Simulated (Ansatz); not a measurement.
# N2 (nitrogen) at CAM-B3LYP/STO-3G

Aim: the electronic atomisation energy of N2 (nitrogen) at CAM-B3LYP/STO-3G, from 2 runs. 

The calculation is run with Ansatz 0.2.0.

29 further runs of the same task are left out: 15 that didn't finish, 14 set aside as unsound or not needed.

### 1 The system as given

N2 has 2 atoms, charge 0, and is taken as a singlet. As SMILES, `N#N`. Geometry: relaxed at PBE0-D4/def2-TZVP.

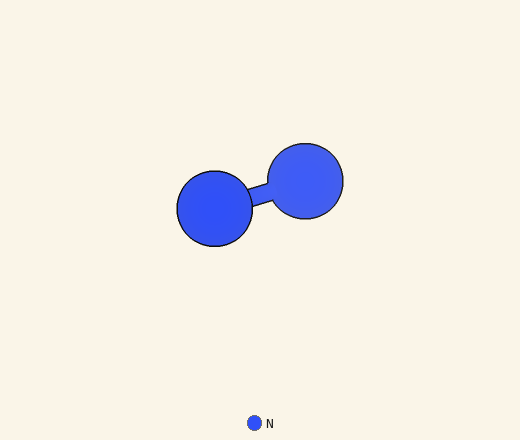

Viewed from a chosen angle; nitrogen blue.

### 2 A single-point energy at CAM-B3LYP/STO-3G

The input, run.yaml:

```yaml
crystal:
  periodic: [false, false, false]
  atoms:
    - symbol: "N"
      position_ang: [0.465500, -0.150300, 0.239800]
    - symbol: N
      position_ang: [-0.465500, 0.150300, -0.239800]
basis:
  gaussian:
    orbitals: STO-3G
accuracy: high
hamiltonian:
  xc: {name: CAM-B3LYP}
```

The run is started by

```
ansatz run run.yaml --threads 1 --pin off --max-ram 2610MiB --events-out events.jsonl --progress --plain --runs-dir runs
```

Output:

```text
Warning: RAYON_NUM_THREADS=1 ignored (pool sized by the plan → 1); use --threads N
Functional definition: CAM-B3LYP
  name "CAM-B3LYP"
  parameter alpha = 0.19
  parameter beta = 0.46
  parameter omega = 0.33/bohr
  parameter ac = 0.81
  exchange = (1 - alpha - beta)*b88_x + beta*b88_x_sr(omega) + alpha*exact_x + beta*exact_x_lr(omega)
  correlation = (1 - ac)*vwn5_c + ac*lyp_c
150 factors; integrals over basis functions are off by at most 1.5e-8 eV
90 factors; integrals over basis functions are off by at most 5.5e-10 eV
mean field evaluation 1: about -2938.2987 eV, gradient 4.7e0 eV
mean field evaluation 2: about -2938.3529 eV, gradient 3.3e-1 eV
mean field evaluation 4: about -2938.3118 eV, gradient 1.9e-1 eV
mean field evaluation 8: about -2938.3119 eV, gradient 4.8e-7 eV
mean field -2938.31191857 eV, -107.9809713482 hartree, gradient 3.8e-9 eV, S^2 0.000000; 0 other end points of the search recorded, 0 dependent functions left out
reference -2938.31192600 eV, -107.9809716213 hartree; 7, 7 occupied and 3, 3 virtual orbitals, 150 factors
Total energy: -2938.31192600 eV, -107.9809716213 hartree
```

Wall time 0.34 s (1 thread of Intel Xeon Platinum 8375C at 2.90GHz (Ice Lake), shared host).

### 3 The N atom

The input, molecule.yaml:

```yaml
basis:
  gaussian: {orbitals: STO-3G}
crystal:
  periodic: [false, false, false]
  atoms:
    - {symbol: "N", position_ang: [0.000000, 0.000000, 0.000000]}
magnetization: {spin_polarized: true, initial_magnetization: 3}
hamiltonian: {xc: {name: CAM-B3LYP}}
accuracy: high
```

Run the same way, it converges to -53.86224 Eh (log not shown).

### 4 Results

At CAM-B3LYP/STO-3G:

| quantity | value |
| --- | --- |
| molecule: total energy | -107.98097 Eh |
| N atom: total energy | -53.86224 Eh |
| N atom: ⟨S²⟩ | 3.750 |
| electronic atomisation energy | 6.980 eV |

What this shows: Taking the molecule apart into free atoms costs 6.98 eV (161 kcal/mol), before zero-point energy and without spin-orbit coupling. In a minimal basis such a difference can be off by several eV, whatever the method.
